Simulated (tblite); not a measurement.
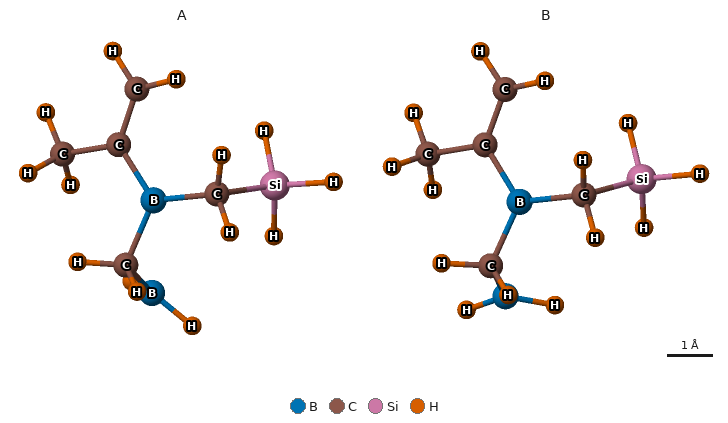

Two geometries of C5H14B2Si, drawn at one scale. One is the start of a relaxation, the other its converged end. The picture is a ball-and-stick view, seen at a tilt.

The calculation used GFN2-xTB geometry optimisation, gas phase (tblite). 

**Which of the two is the end point?**

Structure A is the relaxed one. The largest move after the best rigid fit is that of an H atom, 0.95 Å. Largest moves by element: H 0.95 Å, B 0.26 Å, Si 0.21 Å, C 0.13 Å. Near-neighbour distances that change, for instance: C–Si 1.857 → 1.911 Å, B–C 1.612 → 1.562 Å, C–H 1.119 → 1.088 Å, B–C 1.581 → 1.593 Å. Among the angles between lasting bonds that change: Si–C–H 110.9° → 106.4°, B–C–H 108.6° → 112.8°, B–C–B 110.9° → 107.2°. Groups turn about B–C by about 35°. After 115 geometry steps the energy has fallen by 0.225 eV. The run took 0.62 s on 1 thread of AMD EPYC 9R45 96-Core Processor, with other jobs on the host.
